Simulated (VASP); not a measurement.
# A VASP study of SrTiC2 (RPBE + D4): structure first, properties next, part 4 of 5

What structure does SrTiC2 take at this level, and what are its properties? The cell is invented: other elements were put on sites of a known structure type. It may not be a known or stable phase. The atoms of the start are displaced at random from the sites of a P4/mmm cell.

VASP 6.6.1, plane waves and PAW; the level of theory is named at each step.

So far. Step 5 (Density, ELF and potential (RPBE + D4)): In this run the pressure is 0.00 GPa, small enough to go on. Step 6 (Band structure (RPBE + D4)): There is no gap at this level.

## Step 7: Total and projected DOS (RPBE + D4)

Level of this step: RPBE with D4; plane waves and PAW (Sr_sv, Ti_sv, C); invented cell (VASP).

Here the states are counted by energy and projected on the atoms. The mesh is finer than in the run before.

INCAR reads:

```
SYSTEM = SrTiC2
PREC = Accurate
ENCUT = 520
EDIFF = 1E-06
NELM = 100
ISMEAR = -5
SIGMA = 0.05
LREAL = .FALSE.
ALGO = Normal
GGA = RP
IVDW = 13
NBANDS = 29
LORBIT = 11
LWAVE = .FALSE.
LCHARG = .FALSE.
KPAR = 2
NEDOS = 2001
```

POSCAR reads:

```
SrTiC2
1.0
    4.0346161303      0.0000000000      0.0009430178
    0.0000000000      4.2016994997      0.0000000000
   -0.0067034805      0.0000000000      4.0479623131
Sr Ti C
1 1 2
Direct
    0.0000000000      0.6260963311      0.5000000000
    0.5000000000      0.1263351860      0.0000000000
    0.0000000000      0.0241070137      0.0000000000
    0.5000000000      0.2249264692      0.5000000000
```

KPOINTS reads:

```
Automatic mesh
0
Gamma
8 8 8
0 0 0
```

Potentials, in the order of the species: Sr_sv, Ti_sv and C (PBE family, release 64).

On the command line:

```sh
mpirun -np 2 vasp_std
```

Output:

```text
[... set-up lines as in an earlier step ...]
 entering main loop
       N       E                     dE             d eps       ncg     rms          rms(c)
DAV:   1     0.260936130976E+03    0.26094E+03   -0.13955E+04  9860   0.106E+03
DAV:   2    -0.926475620113E+00   -0.26186E+03   -0.24539E+03 10186   0.310E+02
DAV:   3    -0.287478865570E+02   -0.27821E+02   -0.27171E+02 15176   0.875E+01
DAV:   4    -0.307392668620E+02   -0.19914E+01   -0.19772E+01 13464   0.201E+01
DAV:   5    -0.308029253934E+02   -0.63659E-01   -0.63625E-01 13424   0.317E+00    0.252E+01
DAV:   6    -0.255191389312E+02    0.52838E+01   -0.15263E+01 12603   0.346E+01    0.156E+01
DAV:   7    -0.247634139694E+02    0.75572E+00   -0.92738E+00 11185   0.244E+01    0.132E+01
DAV:   8    -0.243680206022E+02    0.39539E+00   -0.77043E-01 11322   0.883E+00    0.475E+00
DAV:   9    -0.243975601343E+02   -0.29540E-01   -0.12959E-01 14027   0.222E+00    0.122E+00
DAV:  10    -0.243832310928E+02    0.14329E-01   -0.26242E-02 11455   0.148E+00    0.346E-01
DAV:  11    -0.243838136734E+02   -0.58258E-03   -0.30999E-03 13863   0.292E-01    0.178E-01
DAV:  12    -0.243841703888E+02   -0.35672E-03   -0.87794E-04 12622   0.155E-01    0.420E-02
DAV:  13    -0.243841944763E+02   -0.24087E-04   -0.77132E-05 11975   0.594E-02    0.427E-02
DAV:  14    -0.243841733524E+02    0.21124E-04   -0.33506E-05 13316   0.526E-02    0.711E-03
DAV:  15    -0.243841724786E+02    0.87379E-06   -0.70824E-06 12501   0.161E-02
   1 F= -.25760302E+02 E0= -.25760302E+02  d E =0.000000E+00
 -----------------------------------------------------------------------------
|                                                                             |
|           W    W    AA    RRRRR   N    N  II  N    N   GGGG   !!!           |
|           W    W   A  A   R    R  NN   N  II  NN   N  G    G  !!!           |
|           W    W  A    A  R    R  N N  N  II  N N  N  G       !!!           |
|           W WW W  AAAAAA  RRRRR   N  N N  II  N  N N  G  GGG   !            |
|           WW  WW  A    A  R   R   N   NN  II  N   NN  G    G                |
|           W    W  A    A  R    R  N    N  II  N    N   GGGG   !!!           |
|                                                                             |
|     Tetrahedron method does not include variations of the Fermi             |
|     occupations, so forces and stress will be inaccurate. We suggest        |
|     using a different smearing scheme ISMEAR = 1 or 2 for metals in         |
|     relaxations.                                                            |
|                                                                             |
 -----------------------------------------------------------------------------
```

Run time: 2.6 min. Hardware: 2 MPI ranks of AMD EPYC 7R43, shared host; peak memory 0.78 GiB; 5.2 min of CPU time.

OUTCAR, selected parts (step 7):

```text
   k-points           NKPTS =    170   k-points in BZ     NKDIM =    170   number of bands    NBANDS=     29

   NELECT =      30.0000    total number of electrons

 E-fermi :   3.9224

 k-point     1 :       0.0000    0.0000    0.0000
  band No.  band energies     occupation
    ...
     11       2.3102      2.00000
     12       2.9257      2.00000
     13       2.9372      2.00000
     14       3.2014      2.00000
     15       3.9526      1.72354
     16       3.9700      0.13278
     17       5.5880      0.00000
     18       5.8377      0.00000
     19       7.6345      0.00000
     20       7.6812      0.00000
    ...

  DFT-D4 for vdW energy calculation

  Edisp (eV):   -1.37613

  Total       0.06497    -0.07049     0.03287     0.00000     0.00000    -0.02298
  in kB       1.51698    -1.64578     0.76746     0.00000     0.00000    -0.53648
  external pressure =        0.21 kB  Pullay stress =        0.00 kB

 POSITION                                       TOTAL-FORCE (eV/Angst)
 -----------------------------------------------------------------------------------
     -0.00335      2.63067      2.02398         0.000000      0.003693      0.000000
      2.01731      0.53082      0.00047        -0.000000      0.021857      0.000000
      0.00000      0.10129      0.00000         0.000000     -0.017190      0.000000
      2.01396      0.94507      2.02445         0.000000     -0.008360      0.000000
 -----------------------------------------------------------------------------------
    total drift:                                0.000000      0.000027      0.000001

  FREE ENERGIE OF THE ION-ELECTRON SYSTEM (eV)
  ---------------------------------------------------
  free  energy   TOTEN  =       -25.7603022206 eV

  energy  without entropy=      -25.7603022206  energy(sigma->0) =      -25.76030222

[... 6 parts as in an earlier step ...]

[... 10 further parts left out ...]
```

With tetrahedra the forces and stress of a metal are not exact derivatives of the energy.

This step gave:

- irreducible k-points: 170
- Fermi energy: 3.922 eV
- pressure: 0.02129 GPa
- DOS at the Fermi level: 0.4252 states/eV/cell

The density of states has structure finer than the step of the table below, so its rows give means over 1 eV, whole bins alone (the curve runs from -12.0 to 5.73 eV). Peaks (eV: height): total -8.3: 24.8, -2.5: 6.70, -1.3: 6.06, 2.3: 7.94; Ti d -8.3: 1.97, 2.3: 4.59, 2.9: 2.44, 3.9: 2.77; C p -2.5: 1.71, -1.3: 1.64, -0.7: 1.25, 0.6: 1.05; Sr d -1.3: 0.190, 2.3: 0.323, 3.9: 0.265, 5.0: 0.470; C s -8.3: 11.9.

States under -12.0 eV and over 5.7 eV are left out. Density of states against energy, zero at the Fermi level; means over each step; values in states/eV/cell:

```csv
energy (eV),total,Ti d,C p,Sr d,C s
-11,0,0,0,0,0
-10,0.300,0.00569,7.3e-4,5.3e-4,0.120
-9,1.51,0.0437,0.00539,0.0107,0.650
-8,2.46,0.126,0.00352,0.0190,1.17
-7,0,0,0,0,0
-6,0,0,0,0,0
-5,0,0,0,0,0
-4,0.0136,0.00192,0.00307,2.8e-4,4.1e-5
-3,1.53,0.216,0.382,0.0258,0.00942
-2,4.00,0.790,1.05,0.0874,0.0221
-1,3.79,0.614,1.03,0.106,0.00903
0,1.24,0.301,0.323,0.0420,0.00658
1,2.24,0.580,0.515,0.0966,0.0202
2,2.93,1.47,0.359,0.103,0.0119
3,2.28,1.31,0.248,0.0888,0.0128
4,2.40,1.37,0.301,0.133,0.0110
5,1.99,0.433,0.197,0.362,0.0346
```

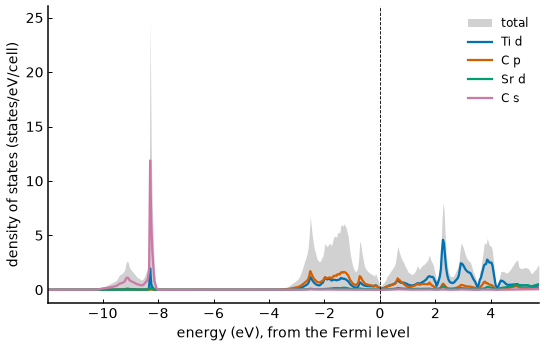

Density of states against energy.

The finer mesh and the other smearing move the Fermi level by -0.00 eV from the 6×5×6 run, a small shift, which tests the Fermi level alone. Of the states within 0.3 eV of the Fermi level, the largest shares in the PAW spheres are C p 27 % and Ti d 26 %. The rest lies in smaller channels or between the spheres.

## Step 8: Electric field gradients (RPBE + D4)

Field gradients probe how far the charge around each nucleus departs from cubic symmetry; LASPH keeps the non-spherical terms inside the spheres.

INCAR reads:

```
SYSTEM = SrTiC2
PREC = Accurate
ENCUT = 520
EDIFF = 1E-07
NELM = 100
ISMEAR = 0
SIGMA = 0.05
LREAL = .FALSE.
ALGO = Normal
GGA = RP
IVDW = 13
NBANDS = 21
LORBIT = 11
LWAVE = .FALSE.
LCHARG = .FALSE.
KPAR = 2
LEFG = .TRUE.
LASPH = .TRUE.
```

POSCAR is that of step 7.

KPOINTS reads:

```
Automatic mesh
0
Gamma
6 5 6
0 0 0
```

On the command line:

```sh
mpirun -np 2 vasp_std
```

Output:

```text
[... set-up lines as in an earlier step ...]
 entering main loop
       N       E                     dE             d eps       ncg     rms          rms(c)
DAV:   1     0.270856367114E+03    0.27086E+03   -0.14943E+04  2520   0.146E+03
DAV:   2     0.352003541606E+01   -0.26734E+03   -0.25647E+03  2596   0.402E+02
DAV:   3    -0.289285939859E+02   -0.32449E+02   -0.31586E+02  4606   0.114E+02
DAV:   4    -0.306767295856E+02   -0.17481E+01   -0.17407E+01  3065   0.248E+01
DAV:   5    -0.308042783917E+02   -0.12755E+00   -0.12752E+00  3962   0.584E+00    0.253E+01
DAV:   6    -0.252913546378E+02    0.55129E+01   -0.38916E+01  3206   0.478E+01    0.142E+01
DAV:   7    -0.248133465645E+02    0.47801E+00   -0.19782E+01  3390   0.342E+01    0.142E+01
DAV:   8    -0.243989618906E+02    0.41438E+00   -0.13442E+00  3116   0.104E+01    0.641E+00
DAV:   9    -0.244298662657E+02   -0.30904E-01   -0.54843E-01  4005   0.600E+00    0.184E+00
DAV:  10    -0.243958443943E+02    0.34022E-01   -0.16568E-01  3460   0.346E+00    0.415E-01
DAV:  11    -0.243971466554E+02   -0.13023E-02   -0.67799E-03  3202   0.599E-01    0.224E-01
DAV:  12    -0.243969909589E+02    0.15570E-03   -0.12808E-03  3531   0.249E-01    0.914E-02
DAV:  13    -0.243970118643E+02   -0.20905E-04   -0.87933E-04  3527   0.233E-01    0.596E-02
DAV:  14    -0.243969865630E+02    0.25301E-04   -0.13209E-04  3428   0.107E-01    0.128E-02
DAV:  15    -0.243969868346E+02   -0.27159E-06   -0.17882E-05  4005   0.270E-02    0.443E-03
DAV:  16    -0.243969871929E+02   -0.35831E-06   -0.13560E-06  3115   0.882E-03    0.176E-03
DAV:  17    -0.243969871498E+02    0.43093E-07   -0.18471E-07  2510   0.310E-03
ion   1
     0.0000000     0.0000000     0.0000000    -0.4278683     0.0010571    -0.7601872
     0.0000516     0.0000000     0.0000000    -0.4278683     0.0010571    -0.7601872
     0.0000711     0.0000000     0.0000000    -0.4278683     0.0010571    -0.7601872
     0.0000979     0.0000000     0.0000000    -0.4278683     0.0010571    -0.7601872
     0.0001348     0.0000000     0.0000000    -0.4278683     0.0010571    -0.7601872

     0.0000000     0.0000000     0.0000000    -5.8516814     0.0256414    -9.6737395
     0.0000516     0.0000000     0.0000000    -5.8513552     0.0256409    -9.6732061
     0.0000711     0.0000000     0.0000000    -5.8511756     0.0256407    -9.6729125
     0.0000979     0.0000000     0.0000000    -5.8508864     0.0256404    -9.6724397
     0.0001348     0.0000000     0.0000000    -5.8504227     0.0256400    -9.6716819

ion   2
     0.0000000     0.0000000     0.0000000     5.0181982     0.0171250     8.8370956
     0.0000422     0.0000000     0.0000000     5.0181982     0.0171250     8.8370956
     0.0000581     0.0000000     0.0000000     5.0181982     0.0171250     8.8370956
     0.0000800     0.0000000     0.0000000     5.0181982     0.0171250     8.8370956
     0.0001102     0.0000000     0.0000000     5.0181982     0.0171250     8.8370956

     0.0000000     0.0000000     0.0000000    62.1133953    -0.0922761   106.6071983
     0.0000422     0.0000000     0.0000000    62.1130210    -0.0922746   106.6065629
     0.0000581     0.0000000     0.0000000    62.1128068    -0.0922738   106.6061998
     0.0000800     0.0000000     0.0000000    62.1124580    -0.0922724   106.6056084
     0.0001102     0.0000000     0.0000000    62.1118937    -0.0922701   106.6046519

ion   3
     0.0000000     0.0000000     0.0000000   -22.9207957    -0.1120577    13.3240833
     0.0000266     0.0000000     0.0000000   -22.9207956    -0.1120577    13.3240832
     0.0000367     0.0000000     0.0000000   -22.9207955    -0.1120577    13.3240832
     0.0000505     0.0000000     0.0000000   -22.9207953    -0.1120577    13.3240831
     0.0000695     0.0000000     0.0000000   -22.9207950    -0.1120577    13.3240829

     0.0000000     0.0000000     0.0000000   -38.0325231    -0.1877852    21.9611444
     0.0000266     0.0000000     0.0000000   -38.0325198    -0.1877852    21.9611425
     0.0000367     0.0000000     0.0000000   -38.0325175    -0.1877852    21.9611412
     0.0000505     0.0000000     0.0000000   -38.0325136    -0.1877852    21.9611389
     0.0000695     0.0000000     0.0000000   -38.0325068    -0.1877852    21.9611351

ion   4
     0.0000000     0.0000000     0.0000000    22.8961376    -0.2167959   -13.1843136
     0.0000266     0.0000000     0.0000000    22.8961375    -0.2167959   -13.1843135
     0.0000367     0.0000000     0.0000000    22.8961374    -0.2167959   -13.1843135
     0.0000505     0.0000000     0.0000000    22.8961372    -0.2167959   -13.1843134
     0.0000695     0.0000000     0.0000000    22.8961369    -0.2167959   -13.1843132

     0.0000000     0.0000000     0.0000000    37.8625589    -0.3613869   -21.9480003
     0.0000266     0.0000000     0.0000000    37.8625556    -0.3613869   -21.9479984
     0.0000367     0.0000000     0.0000000    37.8625534    -0.3613868   -21.9479971
     0.0000505     0.0000000     0.0000000    37.8625494    -0.3613868   -21.9479948
     0.0000695     0.0000000     0.0000000    37.8625428    -0.3613867   -21.9479909

   1 F= -.25773117E+02 E0= -.25771617E+02  d E =-.299946E-02
```

Elapsed: 50 s, on 2 MPI ranks; peak memory 0.41 GiB.

OUTCAR, selected parts (step 8):

```text
   NELECT =      30.0000    total number of electrons

 E-fermi :   3.9296

 k-point     1 :       0.0000    0.0000    0.0000
  band No.  band energies     occupation
    ...
     10      -4.3930      2.00000
     11       2.3104      2.00000
     12       2.9153      2.00000
     13       2.9289      2.00000
     14       3.1990      2.00000
     15       3.9576      0.42974
     16       3.9755      0.19467
     17       5.5872      0.00000
     18       5.8360      0.00000
     19       7.6328      0.00000
    ...

  DFT-D4 for vdW energy calculation

  Edisp (eV):   -1.37613

  Total      -0.00835     0.03402    -0.05248     0.00000     0.00000     0.00605
  in kB      -0.19485     0.79426    -1.22522     0.00000     0.00000     0.14129
  external pressure =       -0.21 kB  Pullay stress =        0.00 kB

 POSITION                                       TOTAL-FORCE (eV/Angst)
 -----------------------------------------------------------------------------------
     -0.00335      2.63067      2.02398         0.000000     -0.002119      0.000000
      2.01731      0.53082      0.00047         0.000000      0.000766      0.000000
      0.00000      0.10129      0.00000         0.000000      0.005532      0.000000
      2.01396      0.94507      2.02445        -0.000000     -0.004178      0.000000
 -----------------------------------------------------------------------------------
    total drift:                               -0.000000      0.000042      0.000001

  FREE ENERGIE OF THE ION-ELECTRON SYSTEM (eV)
  ---------------------------------------------------
  free  energy   TOTEN  =       -25.7731168918 eV

  energy  without entropy=      -25.7701174276  energy(sigma->0) =      -25.77161716

 Electric field gradients after diagonalization (V/A^2)
 (convention: |V_zz| > |V_xx| > |V_yy|)
----------------------------------------------------------------------
 ion       V_xx      V_yy      V_zz     asymmetry (V_yy - V_xx)/ V_zz
----------------------------------------------------------------------
   1       7.107     6.564   -13.671       0.040
   2     -75.761   -74.563   150.324       0.008
   3     -44.877    -1.052    45.929       0.954
   4     -44.679    -1.146    45.826       0.950
----------------------------------------------------------------------

[... 8 parts as in an earlier step ...]

[... 9 further parts left out ...]
```

This step gave:

* SCF cycles: 17
* bands: 21
* irreducible k-points: 60
* free energy (TOTEN): -25.77 eV
* energy at zero smearing: -25.77 eV
* Fermi energy: 3.930 eV
* pressure: -0.02086 GPa

Electric field gradients, by row:

```csv
atom,Vxx (V/Å²),Vyy (V/Å²),Vzz (V/Å²),asymmetry
Sr1,7.107,6.564,-13.67,0.04
Ti2,-75.76,-74.56,150.3,0.008
C3,-44.88,-1.052,45.93,0.954
C4,-44.68,-1.146,45.83,0.95
```

The largest gradient, 150.32 V/Å², sits on Ti2; times the quadrupole moment of a nucleus that has one, it gives the coupling that NMR and NQR see.

[end of part 4 of 5]

[Lines on the potential files, build, host, timing and source positions are cut from VASP's logs without a mark.]

[Logs are printed without paths, hosts, clocks, repeated set-up lines and the standing remarks that a program may print on its own settings, such as how far it seeks lower states.]

[Hosts, paths, dates, database ids (printed as entryN), source tags and the programs' standing remarks are cut or masked in the printed files.]

[A measured line is paired with the nearest computed mode of its activity, which favours agreement.]

[In band tables of VASP the shares of atoms and orbitals are scaled to a sum of 1 inside the atoms' spheres.]
